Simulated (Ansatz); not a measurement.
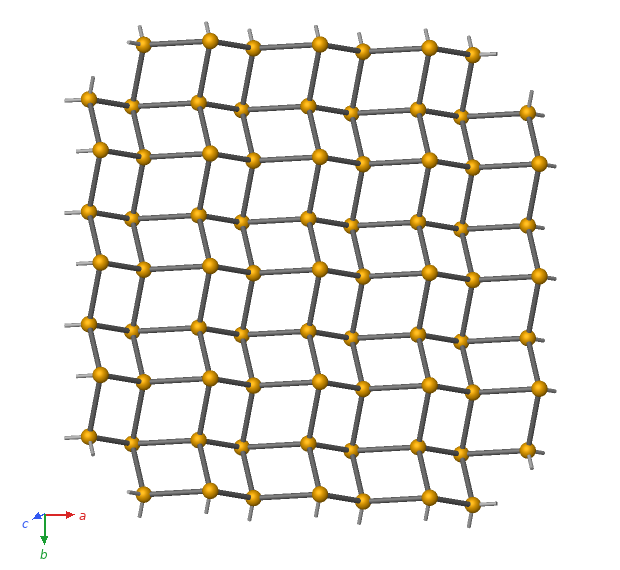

A cut-out of a periodic net derived from a crystal structure. Nodes are coloured by topological kind. One layer is drawn. Short stubs are edges that leave the cut-out.

What net is this?

A uninodal 4-connected, two-periodic (layers) net. It is the sql net, known from the square lattice.

Give point symbol and coordination sequence.

4^4.6^2, sequence 4, 8, 12, 16.

The net was derived as follows. YF (space group P4/nmm, No. 129): the geometry relaxed with DFT PBE, scalar-relativistic, plane waves, PAW in Ansatz; the starting structure was generated, so it need not be a known form of this composition. Bonds are taken as F–Y below 2.7 Å; no other contact counts. Atoms with one bond or none are removed and atoms with two bonds are replaced by edges, until no such atom is left. Y and F are 4-connected nodes.
